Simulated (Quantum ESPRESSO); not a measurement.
# Carrying a functional's shift from two faces of Pd to a third

How the rows were computed: Quantum ESPRESSO 7.5 (pw.x, pp.x), GBRV ultrasoft files, cold smearing of 0.02 Ry; slabs at the tabulated lattice constant, relaxed under PBE by Ansatz 0.2.0; both functionals on the same atoms. Work functions in eV.

```
 face  area an atom (Å²)    PBE    PBEsol
(111)               6.55  5.264     5.399
(100)               7.57  5.121     5.244
(110)              10.70  4.904  withheld
```

One more run was made and is withheld. What does PBEsol give for (110)?

**Fit.** The shifts from PBE are 5.399 − 5.264 = +0.135 eV and 5.244 − 5.121 = +0.123 eV, +0.129 eV in the mean. A rigid shift gives 4.904 + (+0.129) = 5.033 eV.

**Check.** 5.010 eV; the estimate misses by +0.023 eV. The shift is rigid within 0.03 eV, so differences between faces carry over. The measured value for this face is 5.07 eV (“Anisotropic work function of elemental crystals” (2019, arxiv:1902.07811)): PBE is off by −0.17 eV and PBEsol by −0.06 eV; other measurements of a face can differ by 0.1 to 0.2 eV.

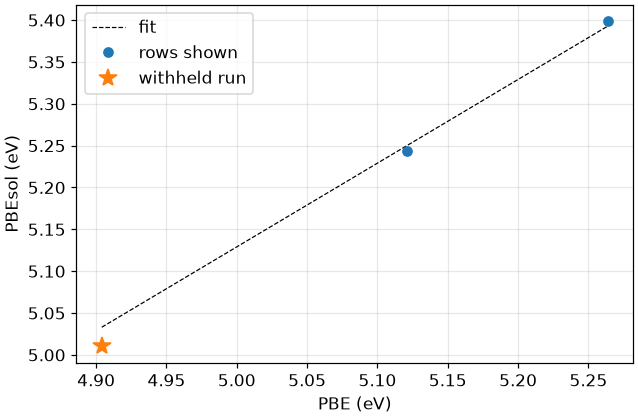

The rows shown, the fit and the withheld run.

Caveats: Thin, unreconstructed slabs; thickness and mesh leave some 0.05 to 0.1 eV open, which largely cancels in the shift.

[Logs are printed without paths, hosts, clocks, repeated set-up lines and the standing remarks that a program may print on its own settings, such as how far it seeks lower states.]
